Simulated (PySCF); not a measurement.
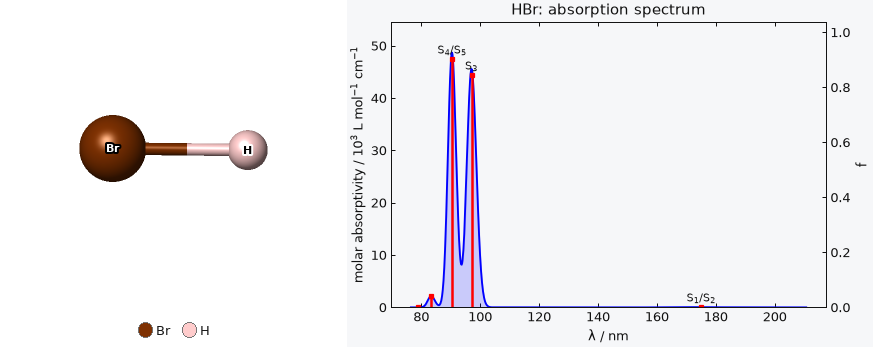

Computed absorption of HBr. Vertical TDDFT excitations, PBE0/6-31G(d) with PySCF, at a PBE0-D3(BJ)/def2-SVP geometry (no frequency check), gas phase. Only the first 10 singlet excitations are included; each is broadened by a Gaussian of 1/e half-width 0.30 eV. Sticks give oscillator strengths (right axis). States within 0.01 eV of each other are merged, with their strengths summed. The highest state may be half of a pair whose partner wasn't computed.

### Where is the maximum of the broadened curve, and how high is it?

At about 13.7 eV (90 nm), with ε near 49000 L mol⁻¹ cm⁻¹.

### List the transitions behind the spectrum.

```tsv
state	E (eV)	λ (nm)	f	main character
S1/S2	7.08	175	0.001	HOMO/HOMO−1 → LUMO
S3	12.77	97	0.844	HOMO−2 → LUMO (95 %)
S4/S5	13.71	90	0.902	HOMO−1/HOMO → LUMO+1
S6/S7	14.87	83	0.041	HOMO/HOMO−1 → LUMO+2
S8/S9/S10	15.71	79	0.000	HOMO/HOMO−1 → LUMO+3/LUMO+4
```

Caveats: states above the negative HOMO energy depend on the basis; spin-orbit coupling is left out, and with Br it can shift these levels and split any degenerate set; core orbitals are frozen in the response; 6-31G(d) has no diffuse functions, so states with Rydberg character are missing or too high.
